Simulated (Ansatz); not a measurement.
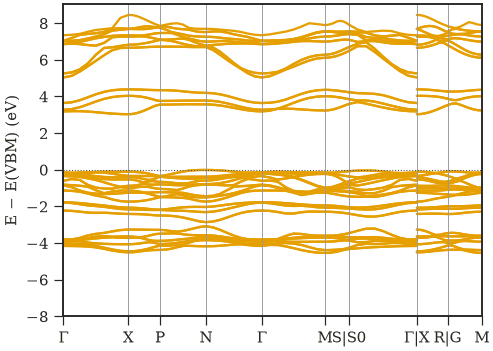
Fig. 1. Band structure from PBEsol with spin–orbit coupling in the plane-wave PAW code Ansatz

The gap is 3.03 eV; an edge lies off the plotted path or next to a special point (maximum off the standard path, minimum at X).

The material is Sr$_{2}$CaWO$_{6}$ in space group I4/m (No. 87; Pearson symbol tI20).

The first step of the workflow began from a Materials Project structure, measured or hypothetical; the Crystallography Open Database copy checked does not list it. COD files the formula under space group No. 14, so this cell is another polymorph or a model. Its standing as an ambient phase is unchecked. Symmetry was held in the PBEsol relaxation; whether a distortion lowers the energy is not shown. The run is not spin-polarised. No Hubbard U is applied.

Potentials: the later of the program's two PAW sets.
